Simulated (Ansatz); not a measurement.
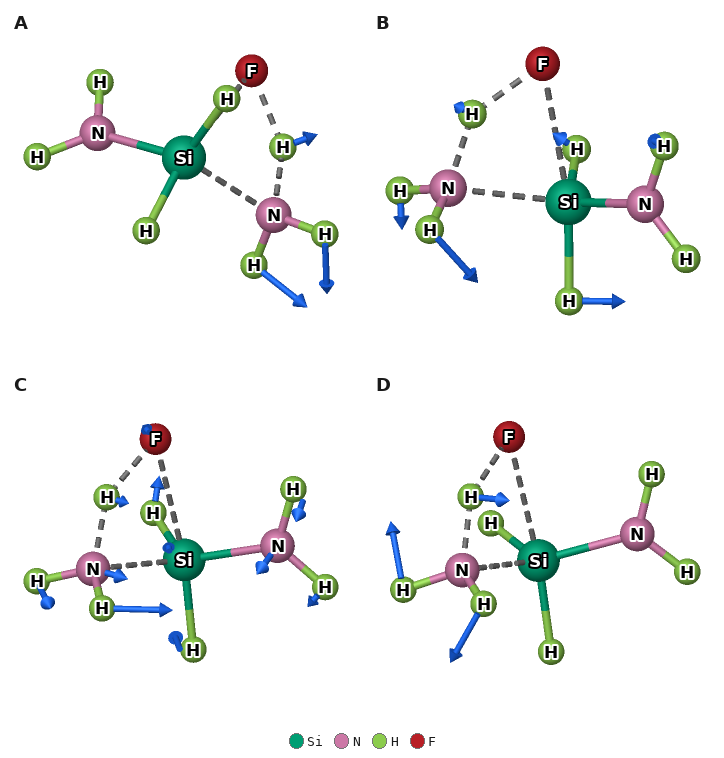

4 normal modes of one molecule or complex, as arrows. Broken sticks mark bonds that form or break. Harmonic vibrations computed with RKS PBE0-D4/def2-TZVP (Ansatz 0.2.0) at a stationary point of the same level. It is a saddle point of order 1.

> Match the panels to the wavenumbers 178 cm⁻¹, 358 cm⁻¹, 929 cm⁻¹, 1542 cm⁻¹.

A: 1542 cm⁻¹
B: 929 cm⁻¹
C: 178 cm⁻¹
D: 358 cm⁻¹
